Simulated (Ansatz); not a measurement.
# AlO (SMILES [O]=[Al]) at 5 levels

Aim: a comparison of 5 runs (U-r2SCAN0/6-31G, UB3LYP/6-31G, UCCSD/3-21G, UCCSD/6-31G, FCI/6-31G) of AlO. 

Program for the calculation: Ansatz 0.2.0.

74 further runs of the same task are left out: 3 that didn't finish, 71 set aside as unsound or not needed.

### 1 The system as given

The species is AlO (2 atoms), meant as a doublet with charge 0. As SMILES, `[O]=[Al]`. The Al2–O1 distance was set to 1.963 Å, away from the relaxed value.

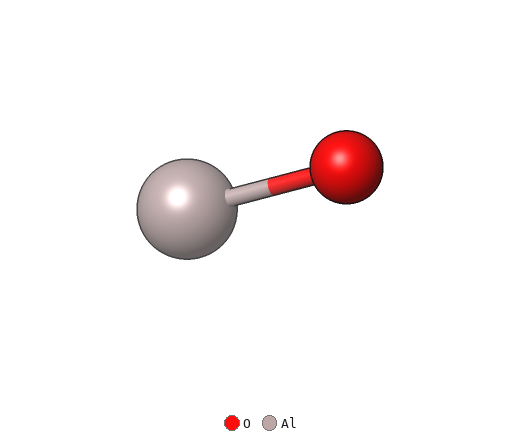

Viewed from a chosen angle; oxygen red, aluminium light grey.

### 2 The energy at U-r2SCAN0/6-31G (run 1)

input.yaml reads:

```yaml
crystal:
  periodic: [false, false, false]
  atoms:
    - {symbol: O, position_ang: [0.000000, 0.000000, -0.392550]}
    - {symbol: Al, position_ang: [0.000000, 0.000000, 1.570050]}
basis:
  gaussian:
    orbitals: 6-31G
magnetization:
  spin_polarized: true
  initial_magnetization: 1
hamiltonian:
  xc: {name: r2SCAN0}
accuracy: high
```

Launch:

```bash
$ ansatz run input.yaml --threads 1 --pin off --max-ram 2610MiB --events-out events.jsonl --progress --plain --runs-dir runs
```

Log:

```text
Warning: RAYON_NUM_THREADS=1 ignored (pool sized by the plan → 1); use --threads N
Functional definition: r2SCAN0
  name "r2SCAN0"
  parameter a = 0.25
  parameter k0 = 0.174
  parameter k1 = 0.065
  parameter a1 = 4.9479
  exchange = (1 - a)*r2scan_x(k0 = k0, k1 = k1, a1 = a1) + a*exact_x
  correlation = r2scan_c
411 factors; integrals over basis functions are off by at most 3.1e-9 eV
mean field evaluation 1: about -8625.3007 eV, gradient 4.8e1 eV
mean field evaluation 2: about -8459.3425 eV, gradient 1.1e2 eV
mean field evaluation 4: about -8637.8485 eV, gradient 2.3e0 eV
mean field evaluation 8: about -8638.2046 eV, gradient 6.2e-1 eV
mean field evaluation 16: about -8638.2259 eV, gradient 1.5e-3 eV
mean field evaluation 32: about -8638.2259 eV, gradient 5.6e-9 eV
mean field evaluation 64: about -8638.2259 eV, gradient 2.0e-2 eV
mean field -8638.55422679 eV, -317.4610124120 hartree, gradient 5.0e-9 eV, S^2 0.756838; 5 other end points of the search recorded, 0 dependent functions left out
reference -8638.55422994 eV, -317.4610125280 hartree; 11, 10 occupied and 11, 12 virtual orbitals, 411 factors
Total energy: -8638.55422994 eV, -317.4610125280 hartree
```

Wall time 3.9 s (1 thread of AMD EPYC 9R45 (Zen 5), shared host); peak memory 0.2 GiB.

### 3 The energy at UB3LYP/6-31G (run 2)

input.yaml reads:

```yaml
basis:
  gaussian:
    orbitals: 6-31G
crystal:
  periodic: [false, false, false]
  atoms:
    - {symbol: O, position_ang: [0.000000, 0.000000, -0.392550]}
    - {symbol: Al, position_ang: [0.000000, 0.000000, 1.570050]}
magnetization:
  spin_polarized: true
  initial_magnetization: 1
hamiltonian:
  xc: {name: B3LYP}
accuracy: high
```

Launch:

```bash
$ ansatz run input.yaml --threads 1 --pin off --max-ram 2610MiB --events-out events.jsonl --progress --plain --runs-dir runs
```

Log:

```text
Warning: RAYON_NUM_THREADS=1 ignored (pool sized by the plan → 1); use --threads N
Functional definition: B3LYP
  name "B3LYP"
  parameter a0 = 0.2
  parameter ax = 0.72
  parameter ac = 0.81
  exchange = (1 - a0 - ax)*slater_x + ax*b88_x + a0*exact_x
  correlation = (1 - ac)*vwn_rpa_c + ac*lyp_c
411 factors; integrals over basis functions are off by at most 3.1e-9 eV
mean field evaluation 1: about -8626.5355 eV, gradient 5.2e1 eV
mean field evaluation 2: about -8434.8477 eV, gradient 1.2e2 eV
mean field evaluation 4: about -8639.8009 eV, gradient 1.5e1 eV
mean field evaluation 8: about -8641.2251 eV, gradient 2.9e-1 eV
mean field evaluation 16: about -8641.2381 eV, gradient 2.4e-4 eV
mean field evaluation 32: about -8641.2560 eV, gradient 5.6e-1 eV
mean field evaluation 64: about -8641.2381 eV, gradient 1.0e-4 eV
mean field -8641.43862567 eV, -317.5670121158 hartree, gradient 1.8e-8 eV, S^2 0.755251; 4 other end points of the search recorded, 0 dependent functions left out
reference -8641.43865151 eV, -317.5670130655 hartree; 11, 10 occupied and 11, 12 virtual orbitals, 411 factors
Total energy: -8641.43865151 eV, -317.5670130655 hartree
```

Wall time 1.8 s (1 thread of AMD EPYC 9R45 (Zen 5), shared host); peak memory 0.13 GiB.

Runs 3 to 4 aren't shown in full; the table further down has their settings and results.

### 4 A single-point energy at FCI/6-31G (run 5)

in.yaml reads:

```yaml
basis:
  gaussian: {orbitals: 6-31G}
crystal:
  periodic: [false, false, false]
  atoms:
    - {symbol: O, position_ang: [0.000000, 0.000000, -0.392550]}
    - {symbol: Al, position_ang: [0.000000, 0.000000, 1.570050]}
magnetization: {spin_polarized: true, initial_magnetization: 1}
correlation: {method: fci, frozen_orbitals: {Al: 5, O: 1}}
accuracy: high
```

Launch:

```bash
$ ansatz run in.yaml --threads 1 --pin off --max-ram 2610MiB --events-out events.jsonl --progress --plain --runs-dir runs
```

Log, cut to the lines that bear on the results:

```text
Warning: RAYON_NUM_THREADS=1 ignored (pool sized by the plan → 1); use --threads N
Functional definition: HF
  name "HF"
[...]
411 factors; integrals over basis functions are off by at most 3.1e-9 eV
[...]
mean field -8618.09532833 eV, -316.7091617614 hartree, gradient 1.7e-8 eV, S^2 0.758701; 18 other end points of the search recorded, 0 dependent functions left out
determinant -8618.09532833 eV, -316.7091617614 hartree, with singles and doubles -8621.75806113 eV, -316.8437647091 hartree
determinant -8617.37323611 eV, -316.6826253618 hartree, with singles and doubles -8621.49705339 eV, -316.8341728516 hartree
determinant -8616.31860538 eV, -316.6438683973 hartree, with singles and doubles -8621.24998640 eV, -316.8250933069 hartree
determinant -8615.50497794 eV, -316.6139681403 hartree, with singles and doubles -8618.52732325 eV, -316.7250372820 hartree
determinant -8618.09532833 eV, -316.7091617614 hartree, with singles and doubles -8621.76117641 eV, -316.8438791934 hartree
determinant -8617.37323611 eV, -316.6826253618 hartree, with singles and doubles -8621.54994419 eV, -316.8361165526 hartree
determinant -8616.31860538 eV, -316.6438683973 hartree, with singles and doubles -8621.29261944 eV, -316.8266600425 hartree
6 core orbitals not correlated: weight in the atoms' cores, before any rotation towards them, 1.000 or more for the frozen orbitals, at most 0.000 for the correlated occupied ones
reference -8618.06155140 eV, -316.7079204821 hartree; 5, 4 occupied and 11, 12 virtual orbitals, 411 factors
state -8621.85663909 eV, -316.8473873822 hartree
Total energy: -8621.85663909 eV, -316.8473873822 hartree
```

Wall time 15 s (1 thread of AMD EPYC 9R45 (Zen 5), shared host); peak memory 0.33 GiB.

### 5 The series

```
run            level  frozen core orbitals  energy (Eh)   ⟨S²⟩  wall time
  1  U-r2SCAN0/6-31G                     –  -317.461013  0.757      3.9 s
  2     UB3LYP/6-31G                     –  -317.567013  0.755      1.8 s
  3      UCCSD/3-21G                     6  -315.148905  0.759      0.4 s
  4      UCCSD/6-31G                     6  -316.843879  0.759     0.46 s
  5        FCI/6-31G                     6  -316.847387      –       15 s
```

### 6 Outcome

```
                                          quantity          value
                               run 5: total energy  -316.84739 Eh
run 5: correlation energy (6 core orbitals frozen)     -139.5 mEh
```

**Reading.** Against full CI in this basis: UCCSD +3.5 mEh. Totals of different functionals can't be ranked against each other. All runs together took 22 s, the longest 15 s.
